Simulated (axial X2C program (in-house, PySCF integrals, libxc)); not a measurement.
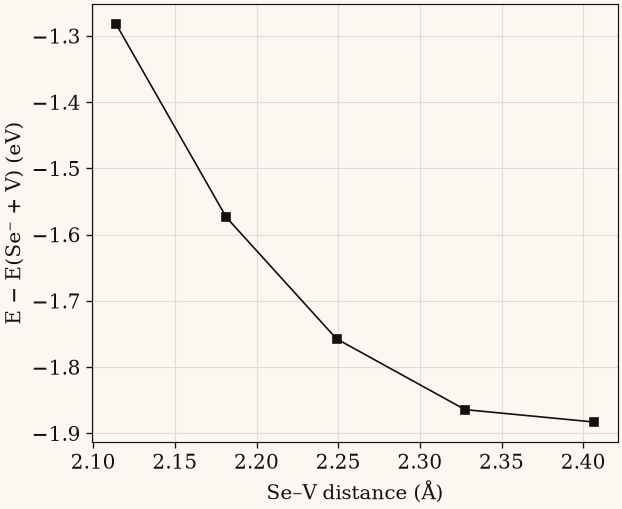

Figure 1. Energy at 5 bond lengths, for one set of occupations held fixed; the line joins the points. The lowest point is at 2.41 Å, the end of the range, so no minimum is bracketed. The lowest point lies 1.88 eV below Se⁻ + V.

**SeV⁻: relativistic diatomic calculation**

System: SeV⁻, single determinant with Ω = 1.
Method: HF, two-component X2C with atomic mean-field Coulomb and Gaunt terms, Se dyall-acv3z, V dyall-acv3z (cores contracted) (axial X2C program (in-house, PySCF integrals, libxc)).

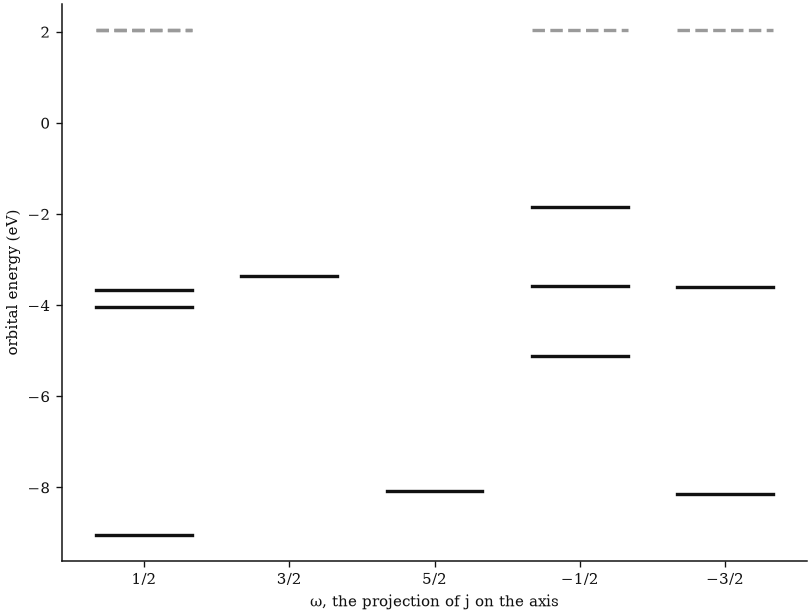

Figure 2. Orbital energies near the frontier at 2.25 Å, filled (solid) and empty (dashed). The highest filled spinor (−1/2; 44 % V s, 40 % V p) lies at −1.84 eV, the lowest empty one (1/2; 97 % V p, 2 % V s) at 2.04 eV.

These pictures come from the run below.

Input:
```
{"zs": [34, 23], "q": -1, "bas": ["dyall-acv3z", "dyall-acv3z"], "levels": ["PBE0", "HF", "r2SCAN"], "cc": true, "r0": 2.19, "thr": -2.0, "nmax": 90, "npts": 10, "nst": 2, "ntry": 6}
```

The line is the task of a batch: nuclear charges, charge, bases, the levels to run, a first guess of the distance and further settings. This report covers HF with spin-orbit coupling. The log is that of the reference distance 2.249 Å.

Launched within a batch (the task file carries these settings):
```bash
python <driver script> task.json out
```

Output:
```
two-component X2C + atomic mean field  HF
basis functions 243  fitting functions 1336  grid points 5803
iter        total energy     max residual
   1      -3375.291160657     2.31e-01
   2      -3375.338423128     2.64e-02
   3      -3375.349773086     8.40e-02
   4      -3375.354645639     1.58e-02
   5      -3375.355777847     6.81e-03
   6      -3375.355967578     4.56e-03
   7      -3375.356024593     7.47e-04
   8      -3375.356038010     7.30e-04
   9      -3375.356043746     6.70e-04
  10      -3375.356046037     1.23e-04
  11      -3375.356046686     1.11e-04
  12      -3375.356046991     9.87e-05
  13      -3375.356047253     8.05e-05
  14      -3375.356047538     5.26e-05
  15      -3375.356047754     6.76e-05
  16      -3375.356047857     3.60e-05
  17      -3375.356047888     1.10e-05
  18      -3375.356047897     8.00e-06
  19      -3375.356047899     5.53e-06
  20      -3375.356047900     1.71e-06
converged
one-electron -5059.69912063  Coulomb 1633.18884705  exact exchange -131.72577111  xc functional 0.00000000  nuclear repulsion 184.00025742  atomic mean-field constant -1.12026063
```

The points of the curve:

| R (Å) | E (hartree) | dipole (D; origin at the first atom, positive when the second is positive) | highest filled (eV) | lowest empty (eV) |
| --- | --- | --- | --- | --- |
| 2.114 | −3375.338597 | −5.63 | −1.59 | 2.05 |
| 2.182 | −3375.349303 | −5.21 | −1.72 | 2.05 |
| 2.249 | −3375.356048 | −4.83 | −1.84 | 2.04 |
| 2.328 | −3375.359976 | −4.44 | −1.97 | 2.03 |
| 2.406 | −3375.360661 | −4.12 | −2.08 | 2.02 |

Summary:

- outcome: converged
- hardware: 1 thread of AMD EPYC (Zen 3), 24 GiB of memory available, shared host
- wall time: 13 s
- peak memory: 0.8 GiB

Notes:

Hartree–Fock lacks correlation, so it usually binds too weakly. To bear in mind: 5 of the 10 points asked for were kept.
